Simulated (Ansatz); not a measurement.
# doublet SnH3Cl+: levels of theory compared

We compute a comparison of 6 runs (UBHLYP/STO-3G, UBLYP/STO-3G, UHSE06/STO-3G, USVWN5/STO-3G, UCCSDT(Q)/STO-3G, UCCSD/STO-3G) of doublet SnH3Cl+. 

The results are computed with Ansatz 0.2.0.

58 further runs of the same task are left out: 6 that didn't finish, 52 set aside as unsound or not needed.

**1. Starting point**

SnH3Cl+ has 5 atoms, charge +1, and is taken as a doublet. SMILES of the parent species: `[H][Sn]([H])([H])[Cl]`. The shape comes from GFN2-xTB, which is rough for such elements, and wasn't checked as a minimum. That shape belongs to the parent species and isn't relaxed for this state.

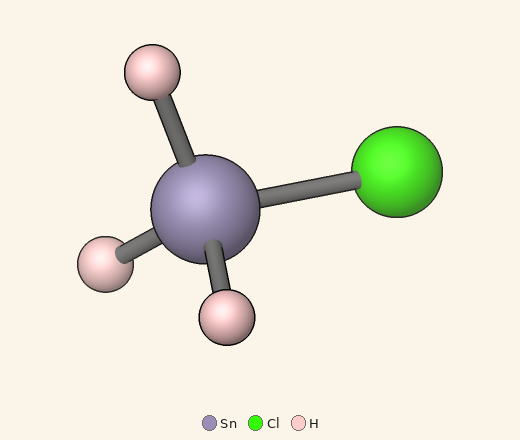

The structure, seen from a chosen angle (tin purple, chlorine green, hydrogen pink).

**2. The energy at UBHLYP/STO-3G (run 1)**

job.yaml

```yaml
crystal:
  periodic: [false, false, false]
  atoms:
    - symbol: Sn
      position_ang: [-0.000010, 0.000870, -0.142560]
    - symbol: Cl
      position_ang: [0.011570, -0.019280, 2.138020]
    - symbol: H
      position_ang: [1.586650, 0.010950, -0.675080]
    - symbol: H
      position_ang: [-0.803020, 1.380470, -0.647070]
    - symbol: H
      position_ang: [-0.795190, -1.373000, -0.673310]
basis:
  gaussian:
    orbitals: STO-3G
hamiltonian:
  xc: {name: BHLYP}
total_charge: 1
accuracy: high
magnetization:
  spin_polarized: true
  initial_magnetization: 1
```

The run is started by

```console
$ ansatz run job.yaml --threads 1 --pin off --max-ram 2610MiB --events-out events.jsonl --progress --plain --runs-dir runs
```

Standard output:

```text
Warning: RAYON_NUM_THREADS=1 ignored (pool sized by the plan → 1); use --threads N
Functional definition: BHLYP
  name "BHLYP"
  parameter a = 0.5
  exchange = (1 - a)*b88_x + a*exact_x
  correlation = lyp_c
711 factors; integrals over basis functions are off by at most 4.9e-9 eV
mean field evaluation 1: about -174754.3144 eV, gradient 1.2e1 eV
mean field evaluation 2: about -174754.3500 eV, gradient 1.8e1 eV
mean field evaluation 4: about -174757.7785 eV, gradient 1.1e0 eV
mean field evaluation 8: about -174757.7672 eV, gradient 6.6e-2 eV
mean field evaluation 16: about -174757.7672 eV, gradient 1.2e-3 eV
mean field evaluation 32: about -174757.7674 eV, gradient 7.1e-6 eV
mean field -174757.76742501 eV, -6422.2294977998 hartree, gradient 1.7e-8 eV, S^2 0.758655; 4 other end points of the search recorded, 0 dependent functions left out
reference -174757.76744444 eV, -6422.2294985138 hartree; 35, 34 occupied and 4, 5 virtual orbitals, 711 factors
Total energy: -174757.76744444 eV, -6422.2294985138 hartree
```

It took 21 s on 1 thread of Arm Neoverse V1, shared host; peak memory 0.23 GiB.

**3. The energy at UBLYP/STO-3G (run 2)**

input.yaml

```yaml
basis:
  gaussian:
    orbitals: STO-3G
crystal:
  periodic: [false, false, false]
  atoms:
    - {symbol: Sn, position_ang: [-0.000010, 0.000870, -0.142560]}
    - {symbol: Cl, position_ang: [0.011570, -0.019280, 2.138020]}
    - {symbol: H, position_ang: [1.586650, 0.010950, -0.675080]}
    - {symbol: H, position_ang: [-0.803020, 1.380470, -0.647070]}
    - {symbol: H, position_ang: [-0.795190, -1.373000, -0.673310]}
total_charge: 1
magnetization:
  spin_polarized: true
  initial_magnetization: 1
hamiltonian:
  xc: {name: BLYP}
accuracy: high
```

The run is started by

```console
$ ansatz run input.yaml --threads 1 --pin off --max-ram 2610MiB --events-out events.jsonl --progress --plain --runs-dir runs
```

Standard output, cut to the lines that bear on the results:

```text
Warning: RAYON_NUM_THREADS=1 ignored (pool sized by the plan → 1); use --threads N
Functional definition: BLYP
  name "BLYP"
[...]
711 factors; integrals over basis functions are off by at most 4.9e-9 eV
[...]
mean field -174747.26686856 eV, -6421.8436094680 hartree, gradient 5.1e-8 eV, S^2 0.752366; 6 other end points of the search recorded, 0 dependent functions left out
reference -174747.26690724 eV, -6421.8436108892 hartree; 35, 34 occupied and 4, 5 virtual orbitals, 711 factors
Total energy: -174747.26690724 eV, -6421.8436108892 hartree
```

Run time: 13 s. Hardware: 1 thread of Arm Neoverse V1, shared host; peak memory 0.15 GiB.

Runs 3 to 5 aren't shown in full; the table further down has their settings and results.

**4. A single-point energy at UCCSD/STO-3G (run 6)**

input.yaml

```yaml
crystal:
  periodic: [false, false, false]
  atoms:
    - {symbol: Sn, position_ang: [-0.000010, 0.000870, -0.142560]}
    - {symbol: Cl, position_ang: [0.011570, -0.019280, 2.138020]}
    - {symbol: H, position_ang: [1.586650, 0.010950, -0.675080]}
    - {symbol: H, position_ang: [-0.803020, 1.380470, -0.647070]}
    - {symbol: H, position_ang: [-0.795190, -1.373000, -0.673310]}
basis:
  gaussian: {orbitals: STO-3G}
correlation: {method: ccsd, frozen_orbitals: {Cl: 5, H: 0, Sn: 18}}
accuracy: high
scf: {omitted_lower_state_checks: [cluster_reference, increment]}
total_charge: 1
magnetization: {spin_polarized: true, initial_magnetization: 1}
```

The run is started by

```console
$ ansatz run input.yaml --threads 1 --pin off --max-ram 2610MiB --events-out events.jsonl --progress --plain --runs-dir runs
```

Standard output:

```text
Warning: RAYON_NUM_THREADS=1 ignored (pool sized by the plan → 1); use --threads N
[... 18 lines left out ...]
23 core orbitals not correlated: weight in the atoms' cores, before any rotation towards them, 1.000 or more for the frozen orbitals, at most 0.000 for the correlated occupied ones
[... 36 lines left out ...]
Total energy: -174681.59111699 eV, -6419.4300701143 hartree
Checks for a lower state left out: cluster_reference, increment
```

Wall time 9 s (1 thread of Arm Neoverse V1, shared host); peak memory 0.2 GiB.

**5. All runs side by side**

| run | level | frozen core orbitals | energy (Eh) | ⟨S²⟩ | wall time |
| --- | --- | --- | --- | --- | --- |
| 1 | UBHLYP/STO-3G | – | -6422.229499 | 0.759 | 21 s |
| 2 | UBLYP/STO-3G | – | -6421.843611 | 0.752 | 13 s |
| 3 | UHSE06/STO-3G | – | -6421.628840 | 0.755 | 35 s |
| 4 | USVWN5/STO-3G | – | -6414.732476 | 0.751 | 6.6 s |
| 5 | UCCSDT(Q)/STO-3G | 23 | -6419.431649 | 0.754 | 12 s |
| 6 | UCCSD/STO-3G | 23 | -6419.430070 | 0.754 | 9 s |

**6. Summary of results**

| quantity | value |
| --- | --- |
| run 6: total energy | -6419.43007 Eh |
| run 6: correlation energy (23 core orbitals frozen) | -61.9 mEh |
| run 6: ⟨S²⟩ of the reference determinant | 0.754 |
| run 6: T1 diagnostic | 0.025 |

**Reading.** Totals of different functionals can't be ranked against each other. In runs 1, 2, 3, 4, 5, 6 the basis is minimal, so the values are rough. In runs 1, 2, 3, 4, 5, 6 relativity is left out where basis or elements ask for it. All runs together took 97 s, the longest 35 s.
